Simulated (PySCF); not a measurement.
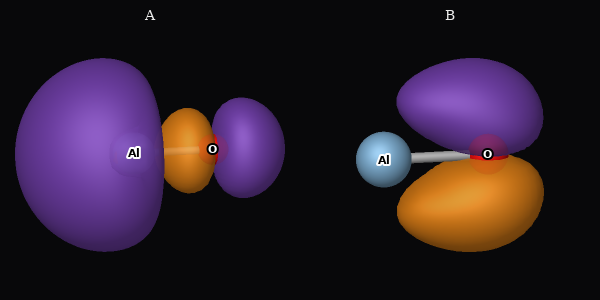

*AlO (charge −1). Two frontier orbitals, each drawn at the value that holds 80 % of its norm (orange and purple are the two phases), in no order; of a degenerate pair one member is drawn.*

These are results of PBE0/aug-cc-pVDZ(-PP), non-relativistic Hamiltonian with scalar-relativistic core potentials where named, at a bond length of 1.649 Å in PySCF 2.14.0, not measurements.

Q: Label each orbital by symmetry, say whether it is occupied, and order them by energy.

A: Orbital B: π, occupied, −1.49 eV; mainly on O (80 %).
Orbital A: σ, occupied, −0.65 eV; mainly on Al (70 %).
